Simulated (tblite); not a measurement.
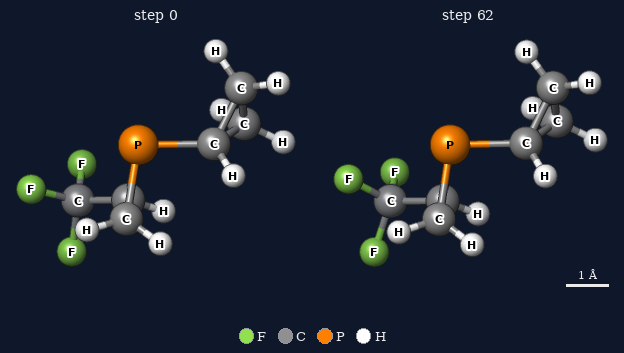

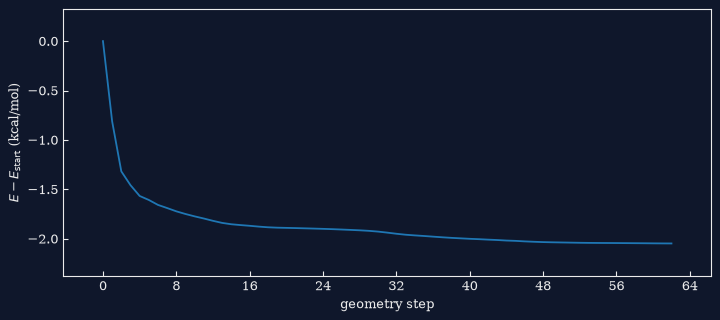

First and last geometry of a relaxation of C$_{6}$H$_{8}$F$_{3}$P, with the history of the run. Style: ball-and-stick. Shown from a free direction.

Method: tblite 0.8.0, GFN2-xTB geometry optimisation, gas phase. 

What do the curves and the structures tell?

It converged. The largest move after the best rigid fit is that of an F atom, 0.32 Å. Largest moves by element: F 0.32 Å, H 0.12 Å, C 0.07 Å, P 0.02 Å. Near-neighbour distances that change, for instance: C–F 1.375 → 1.349 Å, C–P 1.839 → 1.859 Å, C–C 1.504 → 1.491 Å, C–F 1.354 → 1.342 Å. Among the angles between lasting bonds that change: C–C–C 120.7° → 116.8°, F–C–C 109.3° → 113.0°, P–C–H 116.4° → 120.0°. The energy falls by 2.05 kcal/mol in 62 geometry steps.

```
step  E − E(0), kcal/mol
   0                0.00
   1               -0.81
   2               -1.32
   3               -1.46
   4               -1.57
   5               -1.61
   6               -1.66
   7               -1.69
   8               -1.72
   9               -1.75
  10               -1.77
  13               -1.84
  15               -1.86
  18               -1.88
  21               -1.89
  24               -1.90
  26               -1.91
  29               -1.92
  32               -1.95
  35               -1.97
  37               -1.99
  40               -2.00
  43               -2.01
  46               -2.03
  48               -2.03
  51               -2.04
  54               -2.04
  57               -2.04
  59               -2.05
  62               -2.05
```
